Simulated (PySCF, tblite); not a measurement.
**C₅H₈O₂SSi: geometry, infrared bands and NMR shifts**

What infrared bands and NMR shifts should C₅H₈O₂SSi (`O=C/C=C/[Si@H]1OCCS1`) show?

Computed with tblite 0.8.0 and PySCF 2.14.0, with density-fitted response routines of our own, on a single molecule in the gas phase. Atoms are numbered from 0 throughout.

## 1. Starting geometry

17 atoms, charge 0, multiplicity 1; geometry from: force field or distance geometry start.

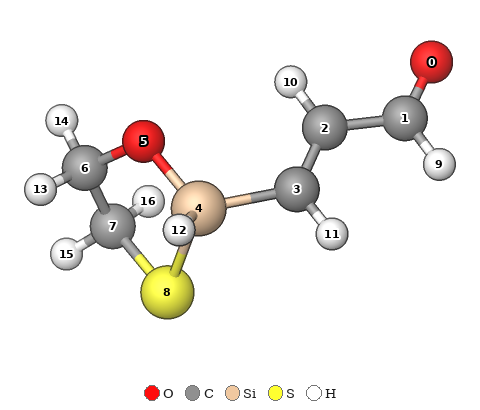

As it starts; oxygen red, carbon grey, silicon light orange, sulfur yellow, hydrogen white, atoms numbered.

## 2. Relaxing the molecule with GFN2-xTB

The job: settings as JSON, then the geometry in Å.

```
{"job": {"kind": "relax", "xc": "GFN2-xTB", "basis": "xTB"}, "charge": 0, "multiplicity": 1}
O      3.465000     2.700400     0.058200
C      3.193200     1.516800    -0.068000
C      1.869200     0.978500     0.277700
C      1.593700    -0.318600     0.138700
Si    -0.009600    -1.115900     0.514900
O     -1.193000    -0.033300     0.990400
C     -2.429600    -0.202900     0.290400
C     -2.179300    -0.424500    -1.198100
S     -0.886200    -1.712900    -1.345100
H      3.937600     0.779000    -0.409400
H      1.132300     1.713600     0.613600
H      2.345700    -1.026100    -0.197700
H      0.080500    -2.259800     1.445100
H     -2.982600    -1.041500     0.739400
H     -3.034200     0.706800     0.444800
H     -3.101000    -0.738500    -1.705800
H     -1.808400     0.490900    -1.666100
```

On the command line:

```console
OMP_NUM_THREADS=1 python probes_run.py task.json out
```

This one command runs all jobs of the session in turn.

Log:

```text
step      E/eV     max force
  0    -759.18052    1.763
  1    -759.24947    1.562
  2    -759.28022    0.546
  3    -759.29170    0.272
  4    -759.30130    0.186
  5    -759.30481    0.243
  6    -759.30862    0.148
  7    -759.31149    0.136
  8    -759.31453    0.145
  9    -759.31686    0.116
 10    -759.31883    0.100
 11    -759.32028    0.079
 12    -759.32130    0.081
 13    -759.32206    0.066
 14    -759.32275    0.072
 15    -759.32348    0.080
 16    -759.32421    0.064
 17    -759.32489    0.066
 18    -759.32557    0.067
 19    -759.32632    0.092
 20    -759.32712    0.094
 21    -759.32784    0.078
 22    -759.32846    0.067
 23    -759.32904    0.072
 24    -759.32965    0.075
 25    -759.33023    0.063
 26    -759.33070    0.049
 27    -759.33105    0.053
 28    -759.33137    0.061
 29    -759.33174    0.064
 30    -759.33219    0.061
 31    -759.33273    0.062
 32    -759.33331    0.071
 33    -759.33382    0.074
 34    -759.33427    0.067
 35    -759.33475    0.060
 36    -759.33535    0.063
 37    -759.33601    0.068
 38    -759.33650    0.052
 39    -759.33674    0.037
 40    -759.33689    0.031
 41    -759.33707    0.038
 42    -759.33728    0.043
 43    -759.33744    0.029
 44    -759.33751    0.019
 45    -759.33757    0.019
 46    -759.33765    0.034
 47    -759.33778    0.043
 48    -759.33793    0.035
 49    -759.33804    0.023
 50    -759.33812    0.026
 51    -759.33820    0.033
 52    -759.33829    0.035
 53    -759.33836    0.022
 54    -759.33840    0.012
 55    -759.33843    0.010
 56    -759.33845    0.014
 57    -759.33846    0.012
 58    -759.33848    0.007
```

Wall time 2.8 s (1 thread of AMD EPYC, shared host); peak memory 0.18 GiB.

Step by step: (not every step is listed)

```tsv
step	energy from step 0 (eV)	largest force (eV/Å)
0	0.0000	1.7627
1	-0.0689	1.5617
2	-0.0997	0.5458
3	-0.1112	0.2722
4	-0.1208	0.1865
5	-0.1243	0.2428
6	-0.1281	0.1477
7	-0.1310	0.1363
8	-0.1340	0.1445
12	-0.1408	0.0806
16	-0.1437	0.0637
20	-0.1466	0.0942
24	-0.1491	0.0750
28	-0.1508	0.0615
32	-0.1528	0.0710
36	-0.1548	0.0633
40	-0.1564	0.0307
44	-0.1570	0.0189
48	-0.1574	0.0348
52	-0.1578	0.0354
53	-0.1578	0.0219
54	-0.1579	0.0118
55	-0.1579	0.0103
56	-0.1579	0.0144
57	-0.1579	0.0122
58	-0.1580	0.0071
```

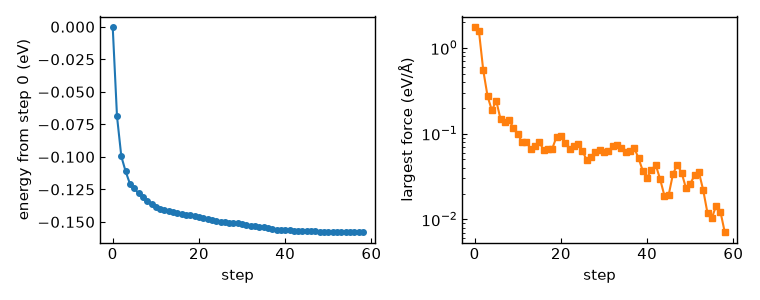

Energy and force, step by step.

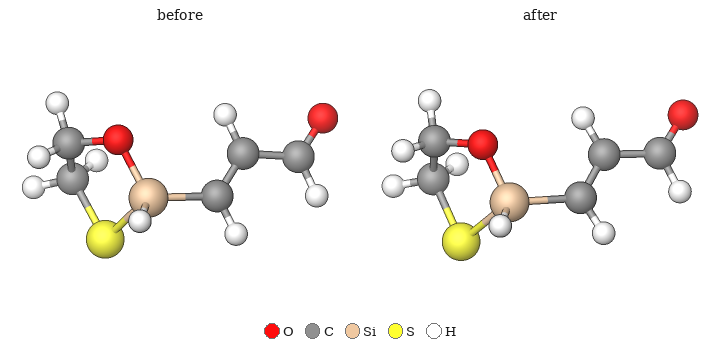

Before and after, at one scale.

Close pairs (by a distance rule), those that changed most:

```tsv
bond	before (Å)	after (Å)	change (Å)
C3–Si4	1.830	1.876	+0.047
Si4–O5	1.673	1.626	-0.046
O5–C6	1.431	1.402	-0.029
Si4–H12	1.477	1.455	-0.022
O0–C1	1.221	1.204	-0.017
Si4–S8	2.141	2.155	+0.014
C2–H10	1.094	1.081	-0.012
C7–H15	1.098	1.087	-0.011
```

The final coordinates are the input of the step that follows.

## 3. Infrared spectrum with GFN2-xTB

The job: settings as JSON, then the geometry in Å.

```
{"job": {"kind": "ir", "xc": "GFN2-xTB", "basis": "xTB"}, "charge": 0, "multiplicity": 1}
O      3.387911     2.750879     0.105912
C      3.147221     1.576281    -0.004096
C      1.841984     0.961105     0.240005
C      1.634725    -0.354285     0.145466
Si    -0.010970    -1.207018     0.438038
O     -1.104446    -0.103283     0.919037
C     -2.363295    -0.123676     0.302682
C     -2.220492    -0.448808    -1.177061
S     -1.025829    -1.817740    -1.362533
H      3.932822     0.854724    -0.306756
H      1.044281     1.635093     0.520415
H      2.468491    -0.988271    -0.128385
H      0.060835    -2.347510     1.338319
H     -2.990234    -0.876044     0.793726
H     -2.817349     0.861944     0.438981
H     -3.164844    -0.766056    -1.611902
H     -1.827808     0.404696    -1.728969
```

Log:

```text
mode    cm-1     km/mol
  1      30.9      2.89
  2      59.0      6.97
  3      81.5      2.43
  4     110.3      3.90
  5     132.0      5.53
  6     205.4      3.00
  7     220.0      3.44
  8     245.2     12.84
  9     353.7     32.26
 10     376.1     20.56
 11     496.9     14.27
 12     511.1     14.60
 13     538.6     23.09
 14     600.9    135.14
 15     666.4    107.60
 16     698.9      6.85
 17     713.8     93.19
 18     766.9     97.84
 19     856.6     71.75
 20     858.6     46.34
 21     928.0      5.19
 22     983.5     25.47
 23    1011.3      2.90
 24    1018.3     20.85
 25    1088.7    126.84
 26    1098.9    107.70
 27    1149.4     42.31
 28    1180.2      5.57
 29    1185.8      4.10
 30    1245.2     15.17
 31    1268.0      0.69
 32    1317.8      5.67
 33    1373.1     20.99
 34    1442.1      2.35
 35    1476.7      0.84
 36    1634.8     28.15
 37    1744.3    419.94
 38    2327.0    229.36
 39    2753.0    124.25
 40    2926.9     32.24
 41    2958.2     26.19
 42    2988.7     13.43
 43    3027.9      4.91
 44    3044.5     18.32
 45    3078.7     15.99
```

Wall time 4.4 s (1 thread of AMD EPYC, shared host); peak memory 0.18 GiB.

Which atoms move in the most intense modes:

```tsv
cm⁻¹	km/mol	atoms
601	135.1	H12 75 %
666	107.6	H12 68 %
767	97.8	O5 33 %, Si4 22 %, C3 17 %
1089	126.8	C2 40 %, C1 36 %
1099	107.7	C6 42 %, O5 31 %, C7 14 %
1744	419.9	C1 59 %, O0 39 %
2327	229.4	H12 97 %
2753	124.2	H9 94 %
```

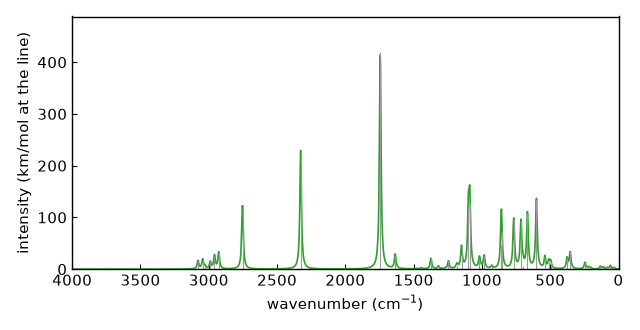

The infrared spectrum from these modes, unscaled. Lines are broadened to a width of 14 cm⁻¹ (Lorentzian).

## 4. Shielding tensors: PBE0/pcSseg-1

Same as in step 3 but for these lines:

```diff
@@ -1,2 +1,2 @@
-{"job": {"kind": "ir", "xc": "GFN2-xTB", "basis": "xTB"}, "charge": 0, "multiplicity": 1}
+{"job": {"kind": "nmr", "xc": "PBE0", "basis": "pcSseg-1"}, "charge": 0, "multiplicity": 1}
 O      3.387911     2.750879     0.105912
```

With the program's defaults for keys left out, this is: GIAO PBE0/pcSseg-1 NMR shielding, non-relativistic, gas phase.

Log:

```text
coarse grid: 15816 points
cycle   1  E = -1032.5335563179  dE =  1.436e+00  |g| = 9.658e-01  |ddm| = 3.904e+00
cycle   2  E = -1032.0228017520  dE =  5.108e-01  |g| = 1.874e+00  |ddm| = 3.073e+00
cycle   3  E = -1032.7031937245  dE = -6.804e-01  |g| = 2.373e-01  |ddm| = 2.468e+00
cycle   4  E = -1032.7138233871  dE = -1.063e-02  |g| = 1.090e-01  |ddm| = 3.086e-01
cycle   5  E = -1032.7159367331  dE = -2.113e-03  |g| = 3.030e-02  |ddm| = 1.126e-01
cycle   6  E = -1032.7161382022  dE = -2.015e-04  |g| = 7.024e-03  |ddm| = 3.620e-02
cycle   7  E = -1032.7161489780  dE = -1.078e-05  |g| = 2.139e-03  |ddm| = 9.267e-03
cycle   8  E = -1032.7161498029  dE = -8.249e-07  |g| = 9.531e-04  |ddm| = 2.516e-03
final grid: 145104 points
cycle   9  E = -1032.7926794367  dE = -1.679e-05  |g| = 1.476e-02  |ddm| = 3.058e-02
cycle  10  E = -1032.7925788358  dE =  1.006e-04  |g| = 2.695e-02  |ddm| = 3.337e-02
cycle  11  E = -1032.7927208245  dE = -1.420e-04  |g| = 3.410e-03  |ddm| = 2.430e-02
cycle  12  E = -1032.7927231001  dE = -2.276e-06  |g| = 4.006e-04  |ddm| = 3.118e-03
cycle  13  E = -1032.7927231276  dE = -2.748e-08  |g| = 1.679e-04  |ddm| = 4.859e-04
cycle  14  E = -1032.7927231336  dE = -5.953e-09  |g| = 4.108e-05  |ddm| = 2.104e-04
cycle  15  E = -1032.7927231340  dE = -4.038e-10  |g| = 1.343e-05  |ddm| = 6.449e-05
converged SCF energy = -1032.7927231340

GIAO shielding tensors (ppm)
atom      isotropic    diamagn.    paramagn.     s11        s22        s33       span
  0 O     -391.305     394.264    -785.569  -1089.280   -432.520    347.885   1437.165
  1 C      -10.848     247.239    -258.087    -95.691    -15.896     79.043    174.733
  2 C       34.610     254.502    -219.892    -77.040     36.010    144.860    221.900
  3 C       29.937     264.453    -234.516    -83.398      5.485    167.724    251.122
  4 Si     341.203     880.839    -539.636    298.832    334.286    390.490     91.658
  5 O      290.629     399.388    -108.758    238.339    274.085    359.465    121.126
  6 C      116.023     240.335    -124.312     78.906    114.839    154.324     75.418
  7 C      150.583     253.778    -103.195    119.531    163.900    168.317     48.787
  8 S      654.980    1058.559    -403.579    533.247    598.090    833.602    300.355
  9 H       21.966      26.133      -4.167     20.629     21.117     24.151      3.522
 10 H       25.023      34.492      -9.469     20.555     23.124     31.391     10.836
 11 H       24.993      31.646      -6.653     21.873     25.584     27.523      5.651
 12 H       25.908      28.822      -2.914     22.320     22.963     32.442     10.121
 13 H       27.897      28.039      -0.142     22.377     26.008     35.305     12.928
 14 H       27.135      28.343      -1.207     21.957     25.999     33.450     11.492
 15 H       28.921      29.194      -0.274     23.044     26.509     37.209     14.165
 16 H       28.602      32.543      -3.940     22.952     26.071     36.785     13.832
```

Wall time 2 min (1 thread of AMD EPYC, shared host); peak memory 0.92 GiB.

The references, computed at this level on geometries of the same kind, shield at (ppm): 1H TMS 31.72, 13C TMS 186.9, 29Si TMS 349.2, 17O H2O 336.1, 33S CS2 504. Their shielding less the atom's gives the shift. The references are single molecules in the gas phase, so shifts against H2O, NH3, PH3, H3PO4 or CFCl3 are not on the usual liquid scales and can be off by tens of ppm.

```tsv
atoms	environment	σ (ppm)	δ (ppm)	δ scaled to CDCl3
C1	aldehyde carbonyl carbon	-10.8	197.8	191.1
C3	β carbon of a C=C–C=O unit	29.9	157.0	151.3
C2	α carbon of a C=C–C=O unit	34.6	152.3	146.7
C6	sp3 CH2 bonded to O	116.0	70.9	67.3
C7	sp3 CH2 bonded to S	150.6	36.3	29.1
H9	hydrogen on an aldehyde carbonyl carbon	21.97	9.75	9.30
H11	hydrogen on a β carbon of a C=C–C=O unit	24.99	6.72	6.44
H10	hydrogen on an α carbon of a C=C–C=O unit	25.02	6.69	6.42
H12	hydrogen on a silicon bonded to C, O, S, in a 5-membered ring	25.91	5.81	–
H14	hydrogen on an sp3 CH2 bonded to O	27.14	4.58	4.42
H13	hydrogen on an sp3 CH2 bonded to O	27.90	3.82	3.71
H16	hydrogen on an sp3 CH2 bonded to S	28.60	3.11	3.04
H15	hydrogen on an sp3 CH2 bonded to S	28.92	2.80	2.74
O0	aldehyde oxygen	-391.3	727.4	–
O5	oxygen bonded to C, Si, in a 5-membered ring	290.6	45.4	–
Si4	silicon bonded to C, O, S, H, in a 5-membered ring	341.2	8.0	–
S8	sulfur bonded to C, Si, in a 5-membered ring	655	-151	–
```

The scaled column applies a straight-line fit of computed shieldings to shifts measured in CDCl3, with any fitted terms for Cl, Br or S neighbours (root-mean-square error 0.16 ppm for H, 1.9 ppm for C).

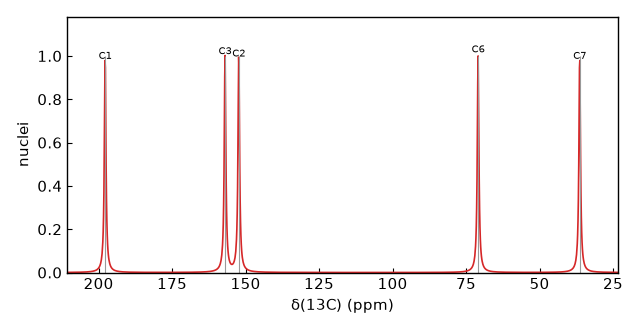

13C lines at the computed shifts, without couplings. Lines are broadened to a width of 0.65 ppm (Lorentzian).

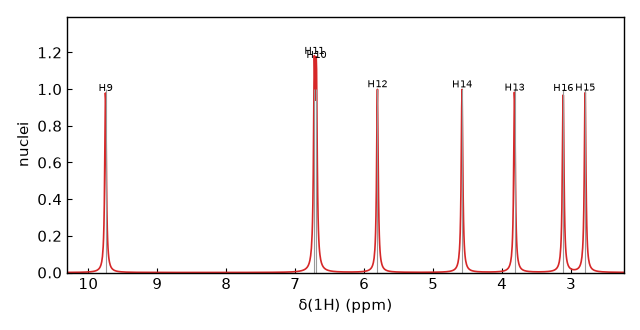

1H lines at the computed shifts, without couplings. Lines are broadened to a width of 0.03 ppm (Lorentzian).

The run also stored atomic charges by several schemes (e):

```tsv
atoms	Mulliken	IAO	Hirshfeld	ESP fit
O0	-0.35	-0.38	-0.22	-0.45
C1	0.28	0.25	0.12	0.47
C2	-0.19	-0.16	-0.04	-0.12
C3	-0.39	-0.42	-0.12	-0.48
Si4	0.99	1.07	0.40	0.84
O5	-0.62	-0.64	-0.22	-0.41
C6	0.09	-0.05	0.01	-0.11
C7	-0.36	-0.35	-0.07	-0.21
S8	-0.30	-0.22	-0.11	-0.34
```

ESP fit charges:

O0 -0.45; C1 0.47; C2 -0.12; C3 -0.48; Si4 0.84; O5 -0.41; C6 -0.11; C7 -0.21; S8 -0.34; H9 0.00; H10 0.16; H11 0.21; H12 -0.13; H13 0.11; H14 0.14; H15 0.18; H16 0.15

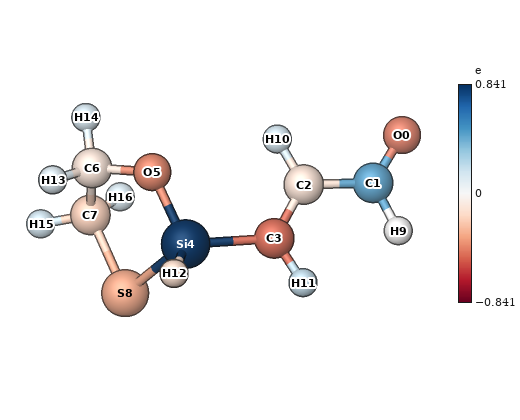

ESP fit charges, as colours on the atoms.

Mayer bond orders: O0–C1 1.97, C1–C2 1.03, C2–C3 1.81, C3–Si4 0.85, Si4–O5 0.99, O5–C6 0.89, C6–C7 1.02, C7–S8 0.99, S8–Si4 0.96.

Ring of atoms Si4, O5, C6, C7, S8: NICS(0) -8.6, NICS(1) -4.1, NICS(1)zz -4.8 ppm (means of both faces).

## 5. What came out

| quantity | value |
| --- | --- |
| strongest single infrared mode (GFN2-xTB) | 1744 cm⁻¹, 420 km/mol |
| zero-point energy (GFN2-xTB) | 75.4 kcal/mol |
| 13C shifts against TMS (PBE0/pcSseg-1) | 197.8, 157.0, 152.3, 70.9, 36.3 ppm |
| 1H shifts against TMS (PBE0/pcSseg-1) | 9.75, 6.72, 6.69, 5.81, 4.58, 3.82, 3.11, 2.80 ppm |
| 17O shifts against H2O (PBE0/pcSseg-1) | 727.4, 45.4 ppm |
| 29Si shifts against TMS (PBE0/pcSseg-1) | 8.0 ppm |
| 33S shifts against CS2 (PBE0/pcSseg-1) | -151 ppm |

Over 58 steps the energy fell by 0.158 eV; of the close pairs, C3–Si4 changed most, 1.830 to 1.876 Å. No mode is imaginary among the 45: a minimum at this level. The strongest single mode, at 1744 cm⁻¹, moves mainly C1 and O0. GFN2-xTB is a fitted tight-binding method: band positions and strengths are rough. Its intensities can rank the bands wrongly. C1 (aldehyde carbonyl carbon) lies farthest downfield among carbon, at 197.8 ppm; the double bond to the heteroatom, with no lone-pair donor beside it, deshields it most. H9 (hydrogen on an aldehyde carbonyl carbon) lies farthest downfield among hydrogen, at 9.75 ppm; the C=O anisotropy and electron withdrawal place aldehyde protons far downfield. At PBE0/pcSseg-1: Shielding is most anisotropic at O0 (span 1437 ppm, paramagnetic term -786 ppm).
